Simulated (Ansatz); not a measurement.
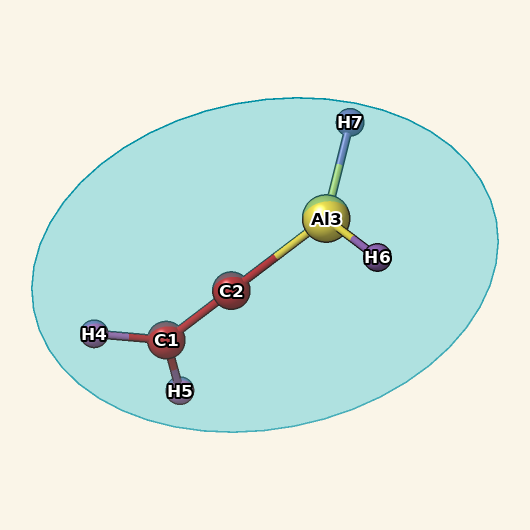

A disc through the centre of mass is drawn in. Atoms fade into the background with distance from the viewer. Charge 0, doublet. The computed structure is the end point of a PBE0-D4/def2-TZVP optimisation. No frequency run is at hand to confirm it as a minimum.

Question: Is the plane of the disc a mirror plane of the structure?

Answer: Yes. The reflection leaves C1, C2, Al3, H4, H5 in place and moves H6 ↔ H7. The point group is C2v.
